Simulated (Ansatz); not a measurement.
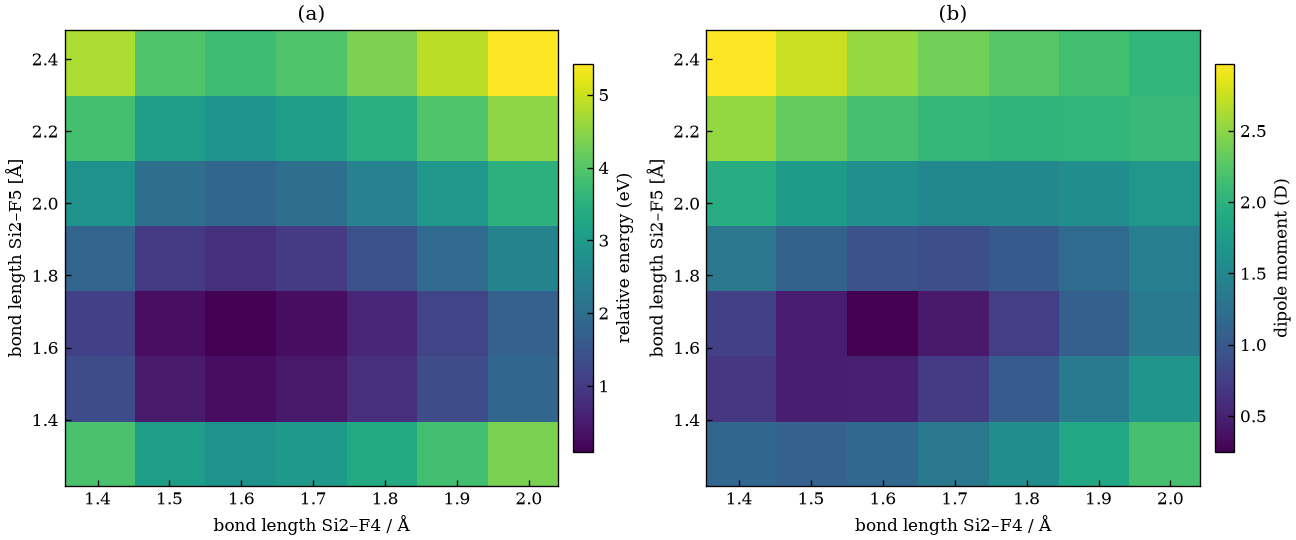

F₃OSi, SMILES [O][Si](F)(F)F, spin multiplicity 2. The first coordinate is: bond length Si2–F4; the second: bond length Si2–F5. Nothing is relaxed (all other coordinates rigid). The scan uses a 7 × 7 grid. Energies: eV, counted from the relaxed molecule at the same level. The calculation used Ansatz, UKS B3LYP-D4/def2-SVP.

Panel (a) is the energy; panel (b) is the computed dipole moment, in D.

The picture shows one coloured cell a grid point.

How does the dipole moment vary over the map, and what is it at the lowest grid point?

Answer. Leaving out the highest fifth of the energies, it runs from 0.25 D at bond length Si2–F4 = 1.599 Å, bond length Si2–F5 = 1.669 Å to 2.54 D at bond length Si2–F4 = 1.599 Å, bond length Si2–F5 = 2.391 Å. At the lowest grid point, bond length Si2–F4 = 1.599 Å, bond length Si2–F5 = 1.669 Å, it is 0.25 D.

```
bond length Si2–F5 ↓, bond length Si2–F4 →  1.403  1.501  1.599  1.698  1.796  1.894  1.992
                                     2.391   2.97   2.74   2.54   2.38   2.25   2.14   2.04
                                     2.211   2.53   2.33   2.17   2.06   2.02   2.03   2.09
                                     2.030   1.95   1.74   1.59   1.51   1.52   1.59   1.70
                                     1.849   1.32   1.09   0.94   0.91   1.01   1.19   1.40
                                     1.669   0.77   0.45   0.25   0.43   0.74   1.06   1.36
                                     1.488   0.68   0.47   0.49   0.73   1.03   1.35   1.66
                                     1.307   1.14   1.09   1.15   1.33   1.58   1.87   2.17
```
